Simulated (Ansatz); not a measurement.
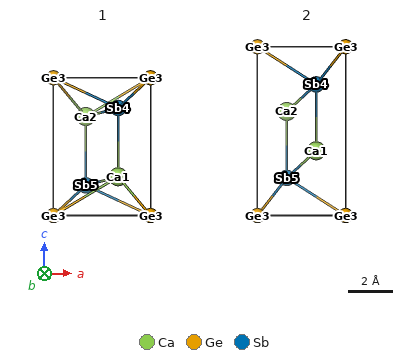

Two geometries of crystalline Ca2GeSb2 (built on the Li2ZrN2-164 type type), drawn at one scale. One is the start of a relaxation, the other its converged end. The picture is a ball-and-stick view of the cell of the calculation, seen along the b axis.

The calculation used DFT, PBEsol, plane waves, PAW in Ansatz 0.2.0. Settings: plane-wave cutoff 420 eV; k-point mesh 6 × 6 × 4; occupations fermi dirac; smearing width 0.03 eV; no spin polarisation; cell and atoms relaxed; force threshold 0.01 eV/Å; at most 120 steps.

Which geometry has the lower energy?

Structure 1 is the relaxed one. Over 8 accepted moves (11 points after the start) the energy falls by 220 meV per atom. The largest force component goes from 1.1 to 0.0014 eV/Å. Pressure: 1.39 GPa at the start and 0.00 GPa at the end. The line search rejected the trial step at point 6 of the run. At 2 points the geometry stayed and the basis and grid were re-selected for the new cell (energy shift of 0.9 meV per atom at most each time). The largest moves relative to the cell, 0.65 Å, are those of Ca1 and Ca2. Ca1 goes along −c. Largest moves by element: Ca 0.65 Å, Sb 0.02 Å. Ge stays in place. The drawn cell changes as follows: a = b 4.721 → 5.199 Å (+10.1 %), c 7.825 → 6.386 Å (−18.4 %); the volume changes by −1.0 %. Near-neighbour distances that change, for instance: Ca1–Sb4 4.747 → 3.197 Å, Ca1–Ca2 3.278 → 4.100 Å, Ca1–Ge3 4.054 → 3.498 Å, Ca1–Sb4 (another image) 3.078 → 3.189 Å. New bonds form: Ca1–Sb4 (4.75 → 3.20 Å), Ca2–Sb5 (4.75 → 3.20 Å). Among the angles between lasting bonds that change: Ca1–Sb5–Ca2 65.3° → 82.5°, Sb4–Ca1–Sb5 114.7° → 97.5°, Sb5–Ca1–Sb5 103.7° → 118.3°. The space group stays P-3m1 (No. 164).
